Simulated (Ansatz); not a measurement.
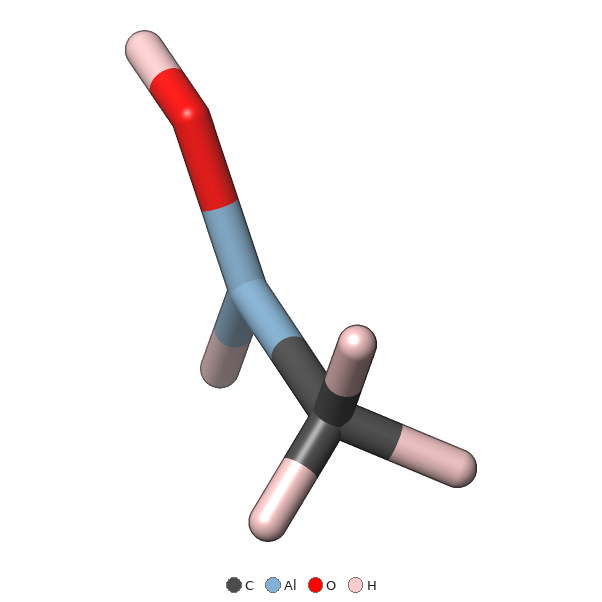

The structure as it stands in the input.

Ansatz 0.2.0 input:

```yaml
crystal:
  periodic: [false, false, false]
  atoms:
    - {symbol: C, position_ang: [-0.767119, 0.984590, -0.041001]}
    - {symbol: Al, position_ang: [0.591355, -0.446609, -0.229545]}
    - {symbol: O, position_ang: [0.591759, -1.599577, 0.859927]}
    - {symbol: H, position_ang: [-0.400826, 1.998233, 0.127348]}
    - {symbol: H, position_ang: [-1.594692, 0.741131, 0.711432]}
    - {symbol: H, position_ang: [-1.431147, 1.160299, -0.998027]}
    - {symbol: H, position_ang: [1.808151, -0.362716, -1.395620]}
    - {symbol: H, position_ang: [1.226721, -2.307783, 0.880596]}
basis:
  gaussian: {orbitals: def2-TZVPP}
correlation: {method: ccsd_t}
output: {forces: true}
```

Output:

```
Functional definition: HF
  name "HF"
  cite "Fock, Z. Phys. 61, 126 (1930) doi:10.1007/BF01340294"
  parent pbe
  exchange = exact_x
  correlation = 0
1026 factors; integrals over basis functions are off by at most 1.1e-3 eV
mean field evaluation 1: about -9728.3865 eV, gradient 4.5e1 eV
mean field evaluation 2: about -9728.3884 eV, gradient 4.5e1 eV
mean field evaluation 4: about -9732.3746 eV, gradient 3.2e0 eV
mean field evaluation 8: about -9732.4145 eV, gradient 2.3e-4 eV
mean field evaluation 16: about -9732.4123 eV, gradient 2.0e-1 eV
mean field -9732.41445273 eV, -357.6596342703 hartree, gradient 1.6e-6 eV, S^2 0.000000; 0 other end points of the search recorded, 0 dependent functions left out
7 core orbitals not correlated: weight in the atoms' cores, before any rotation towards them, 1.000 or more for the frozen orbitals, at most 0.000 for the correlated occupied ones
reference -9732.41445273 eV, -357.6596342703 hartree; 9, 9 occupied and 158, 158 virtual orbitals, 1026 factors
second order -13.75487637 eV of doubles, -0.00000000 eV of singles
cycle   1  -14.12092128 eV  change   -3.7e-1 eV  update   7.8e-2
cycle   2  -14.45548570 eV  change   -3.3e-1 eV  update   2.3e-2
cycle   3  -14.52967106 eV  change   -7.4e-2 eV  update   1.2e-2
cycle   4  -14.52368632 eV  change    6.0e-3 eV  update   2.7e-3
cycle   5  -14.52356769 eV  change    1.2e-4 eV  update   1.2e-3
cycle   6  -14.52378533 eV  change   -2.2e-4 eV  update   3.2e-4
cycle   7  -14.52361684 eV  change    1.7e-4 eV  update   1.2e-4
cycle   8  -14.52360069 eV  change    1.6e-5 eV  update   3.4e-5
cycle   9  -14.52360785 eV  change   -7.2e-6 eV  update   1.1e-5
perturbative correction -0.49142477 eV, -0.0180595271 hartree
the calculation of the forces begins
working
Total energy: -9747.42948534 eV, -358.2114265414 hartree
Atom 0 at    -0.767119     0.984590    -0.041001 Å, force    -2.580012    -0.185848    -1.154207 eV/Å
Atom 1 at     0.591355    -0.446609    -0.229545 Å, force     0.398438     3.861630    -3.438663 eV/Å
Atom 2 at     0.591759    -1.599577     0.859927 Å, force     0.077981    -3.038098     2.634076 eV/Å
Atom 3 at    -0.400826     1.998233     0.127348 Å, force     0.225016    -0.047505     0.365121 eV/Å
Atom 4 at    -1.594692     0.741131     0.711432 Å, force     1.321157     0.343955    -0.578442 eV/Å
Atom 5 at    -1.431147     1.160299    -0.998027 Å, force     1.355384    -0.577704     1.283689 eV/Å
Atom 6 at     1.808151    -0.362716    -1.395620 Å, force    -0.819234    -0.140785     0.722078 eV/Å
Atom 7 at     1.226721    -2.307783     0.880596 Å, force     0.021268    -0.215644     0.166348 eV/Å
Dipole moment:     0.079568    -0.172295    -0.007267 e Å
```
